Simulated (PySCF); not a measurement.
# [HO2]− (hydroperoxide(1-)) at SVWN5/def2-TZVPPD

Aim: the vertical ionisation energy of [HO2]− (hydroperoxide(1-)) at SVWN5/def2-TZVPPD, from 2 runs. 

Program for the calculation: PySCF 2.14.0.

1 further run of the same task is left out (set aside as unsound or not needed).

### 1 Starting point

[HO2]−: 3 atoms, total charge -1, spin state singlet. As SMILES, `[O-]O`. The coordinates come from a PBE0-D4/def2-TZVPD relaxation.

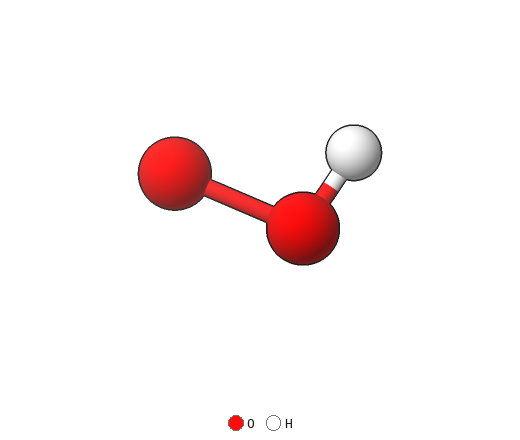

Viewed from a chosen angle; oxygen red, hydrogen white.

### 2 The energy at SVWN5/def2-TZVPPD

input.py reads:

```python
# hydroperoxide(1-)
from pyscf import gto, dft

molecule = gto.M(
    atom='''
O     -0.676068     1.938084    -0.152747
O     -0.457805    -0.842591    -0.341568
H      1.133892    -1.095512     0.494296
''',
    verbose=3,
    unit='bohr',
    charge=-1,
    max_memory=1860,
    basis='def2-tzvppd',
)

calc0 = dft.RKS(molecule)
calc0.xc = 'svwn'
calc0.conv_tol = 1e-10
calc0.grids.level = 5
calc0.kernel()
if not calc0.converged:
    calc0 = calc0.newton().run(calc0.mo_coeff, calc0.mo_occ)

e_final = calc0.e_tot
print(f'total energy: {e_final:.8f} hartree')
```

Command:

```
$ OMP_NUM_THREADS=1 python input.py
```

Standard output:

```text
converged SCF energy = -149.944037686163
total energy: -149.94403769 hartree
```

Wall time 9 s (1 thread of Arm Neoverse N1, shared host); peak memory 0.33 GiB.

### 3 Doublet neutral HO2, same level

run.py reads:

```python
from pyscf import gto, dft

molecule = gto.Mole()
molecule.atom = [
    ('O', (-0.357760, 1.025590, -0.080830)),
    ('O', (-0.242260, -0.445880, -0.180750)),
    ('H', (0.600030, -0.579720, 0.261570)),
]
molecule.basis = 'def2-tzvppd'
molecule.verbose = 3
molecule.max_memory = 1860
molecule.spin = 1
molecule.build()

mf = dft.UKS(molecule, xc='svwn')
mf.conv_tol = 1e-10
mf.grids.level = 5
mf.kernel()
if not mf.converged:
    mf = mf.newton().run(mf.mo_coeff, mf.mo_occ)

etot = mf.e_tot
print('E(%s) = %.9f' % ('SVWN5', etot))
```

Command:

```
$ OMP_NUM_THREADS=1 python run.py
```

Standard output:

```text
converged SCF energy = -149.889982580495  <S^2> = 0.75231533  2S+1 = 2.002314
E(SVWN5) = -149.889982580
```

Wall time 14 s (1 thread of Arm Neoverse N1, shared host); peak memory 0.33 GiB.

### 4 Results

At SVWN5/def2-TZVPPD:

```
                                                             quantity          value
                                         singlet [HO2]−: total energy  -149.94404 Eh
                                          singlet [HO2]−: HOMO energy        2.71 eV
                                          singlet [HO2]−: LUMO energy        4.29 eV
singlet [HO2]−: HOMO–LUMO gap (to an unbound level, set by the basis)        1.58 eV
                                    doublet neutral HO2: total energy  -149.88998 Eh
                                   doublet neutral HO2: dipole moment         2.17 D
              doublet neutral HO2: HOMO energy (highest over α and β)       -6.83 eV
               doublet neutral HO2: LUMO energy (lowest over α and β)       -6.03 eV
                                            doublet neutral HO2: ⟨S²⟩          0.752
                  vertical detachment energy (to the doublet neutral)       1.471 eV
```

In words: The vertical ionisation energy comes to 1.47 eV (142 kJ/mol). −ε(HOMO) before ionisation, -2.71 eV, is 4.18 eV below this ionisation energy. Mulliken charges (singlet [HO2]−) run from -0.85 on O1 to +0.15 on H3; in a basis this large or diffuse they mean little. The HOMO (singlet [HO2]−) lies at positive energy, 2.71 eV, as semi-local functionals often give for anions; only total energies tell whether the electron is bound.
